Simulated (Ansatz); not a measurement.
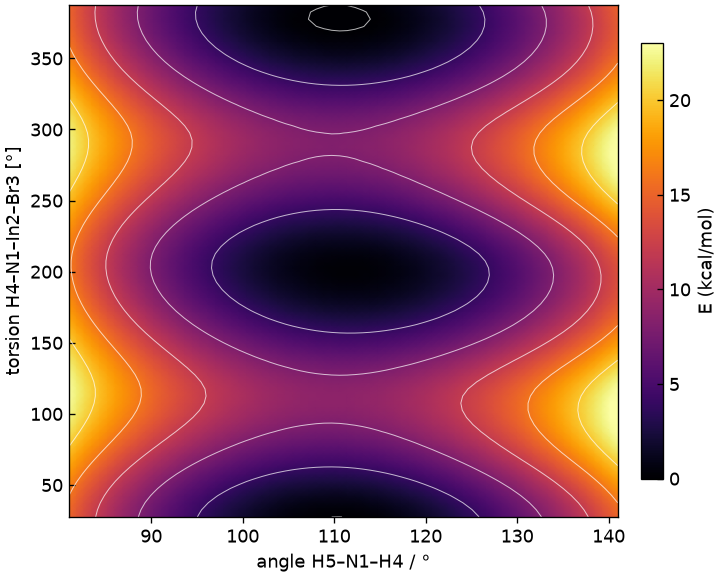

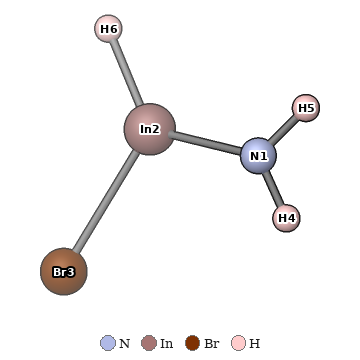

Energy landscape of BrH3InN, SMILES [NH2][InH][Br]. Two internal coordinates are moved rigidly from the geometry relaxed at PBE0-D4/def2-TZVP, all others fixed. First axis: angle H5–N1–H4. Second axis: torsion H4–N1–In2–Br3. The scan uses a 5 × 8 grid. All energies are given in kcal/mol relative to the lowest grid point. Level of theory: RHF-CCSD(T), frozen core/def2-TZVPP in Ansatz 0.2.0.

In the figure: a smooth colour map with a few white contour lines. Between grid points the surface is interpolated. The second picture is the structure at the lowest point.

What does the map say about the system?

Answer. The lowest grid point is at angle H5–N1–H4 = 111°, torsion H4–N1–In2–Br3 = 28°. A higher local minimum lies near angle H5–N1–H4 = 111°, torsion H4–N1–In2–Br3 = 208° (0.31 kcal/mol above the lowest at that grid point). The highest grid point, angle H5–N1–H4 = 141°, torsion H4–N1–In2–Br3 = 118°, lies 23.0 kcal/mol above the lowest. On the interpolated surface the easiest way out of the lowest well to the well at angle H5–N1–H4 = 111°, torsion H4–N1–In2–Br3 = 208° passes a barrier of about 8.4 kcal/mol. Round the minimum the two coordinates are weakly coupled (coupling 0.06 in units of the two stiffnesses).

Grid values (kcal/mol):

| torsion H4–N1–In2–Br3 ↓, angle H5–N1–H4 → | 81 | 96 | 111 | 126 | 141 |
| --- | --- | --- | --- | --- | --- |
| 342 | 17.6 | 6.1 | 2.4 | 6.1 | 16.5 |
| 298 | 22.0 | 11.1 | 8.0 | 12.1 | 22.9 |
| 252 | 19.7 | 8.4 | 5.2 | 9.6 | 20.8 |
| 208 | 16.3 | 4.3 | 0.3 | 3.8 | 14.1 |
| 162 | 19.0 | 7.3 | 3.2 | 6.3 | 15.9 |
| 118 | 22.8 | 11.9 | 8.7 | 12.6 | 23.0 |
| 72 | 19.4 | 8.5 | 5.5 | 10.1 | 21.4 |
| 28 | 15.1 | 3.5 | 0.0 | 4.1 | 15.1 |
